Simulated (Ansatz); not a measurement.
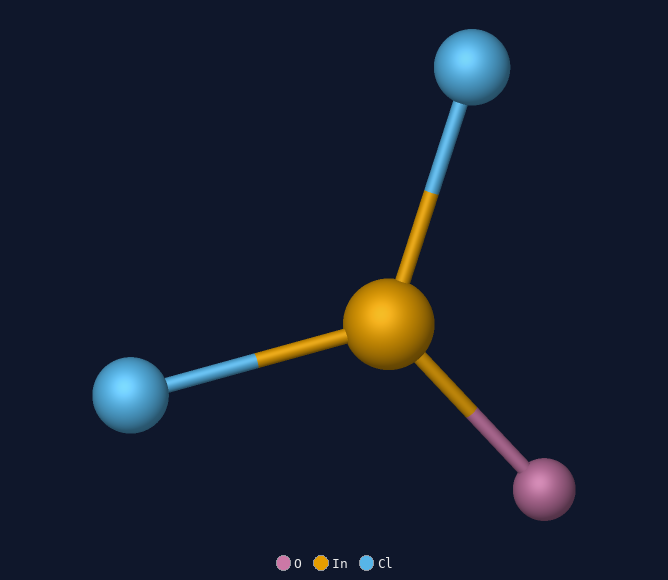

Charge 0, doublet. The geometry was computed by an optimisation with PBE0-D4/def2-TZVP. No frequency run is at hand to confirm it as a minimum.

Draw it as a skeletal formula.

SMILES: [O][In]([Cl])[Cl]

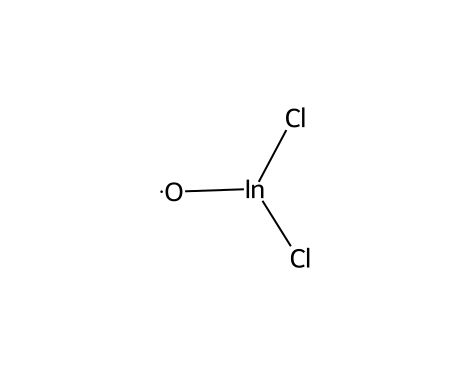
